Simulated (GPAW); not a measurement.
## Convergence study of the plane-wave cutoff for Ni (Fm-3m, 1 atom in the cell)

```xyz
1
Lattice="0.0000 1.7547 1.7547 1.7547 0.0000 1.7547 1.7547 1.7547 0.0000" Properties=species:S:1:pos:R:3 pbc="T T T"
Ni     0.0000     0.0000     0.0000
```
Moments meant for the start (each program seeds them in its own way; μB, in the order of the atoms Ni): 1.0.

Level of theory: PBE, GPAW PAW datasets PBE (gpaw-data 1.0.1) (plane waves; GPAW).

Base settings: spinpol = true; mode = pw; ecut = 850 eV; xc = PBE; kpts = 6 6 6; mesh shift (steps) = 0 0 0; occupations.name = methfessel-paxton; occupations.width = 0.1 eV; occupations.order = 0; nbands = -9.

The second cell is the first with its lattice scaled by 0.98.

The mesh stays at the base's, so the ladder's end is converged at best in this setting alone.

Only quantities that move along the ladder and can be compared are tabulated.

The count of work is k-points × plane waves × bands × iterations; it is no time. 

The starting cell has typed, rounded lattice constants, without a prior relaxation at this level. Its lattice was rescaled by up to half a per cent. With one magnetic atom in the cell only a parallel order is possible. Without a gap this mesh is coarse (it stands for a supercell whose shortest vector is 15 Å).

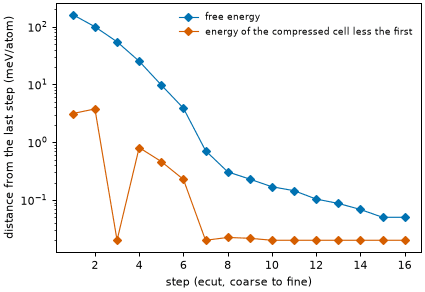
Figure: Distance from the last step along the ladder; very small values are drawn at a floor.

```csv
ecut,free energy less the last step's (meV/atom),energy of the compressed cell less the first (meV/atom),pressure (GPa),count of work / last
300 eV,161.36,43.07,-2.17,0.049
340 eV,99.55,43.70,-1.88,0.067
380 eV,54.66,39.93,-0.77,0.076
425 eV,25.18,39.14,0.64,0.091
470 eV,9.75,40.40,1.73,0.11
510 eV,3.87,40.17,2.27,0.13
595 eV,0.71,39.93,2.63,0.16
680 eV,0.31,39.92,2.68,0.19
765 eV,0.23,39.92,2.69,0.23
850 eV,0.17,39.93,2.69,0.27
935 eV,0.14,39.93,2.69,0.32
1020 eV,0.10,39.96,2.69,0.36
1150 eV,0.09,39.94,2.69,0.43
1275 eV,0.07,39.94,2.69,0.50
1490 eV,0.03,39.94,2.69,0.62
1700 eV,0.01,39.94,2.69,0.77
2040 eV,0.00,39.94,2.70,1.0
```

Coarsest ecut that holds the free energy within 5 meV/atom of the last step, with all finer ones: 510 eV, at 0.13 of the last step's count of work; the step before is off by 9.8 meV/atom.

Coarsest ecut that holds the energy of the compressed cell less the first within 1 meV/atom of the last step, with all finer ones: 380 eV, at 0.076 of the last step's count of work; the step before is off by 3.8 meV/atom.

Coarsest ecut that holds the pressure within 0.5 GPa of the last step, with all finer ones: 510 eV, at 0.13 of the last step's count of work; the step before is off by 0.97 GPa.

The energy difference between the two cells stays within 1 meV/atom of the last step's from 380 eV on, the total only from 595 eV on: much of the error is common to both cells and cancels.

At the lowest cutoff the pressure lies 4.9 GPa under the last step's, the usual sign of Pulay stress in an incomplete plane-wave basis.
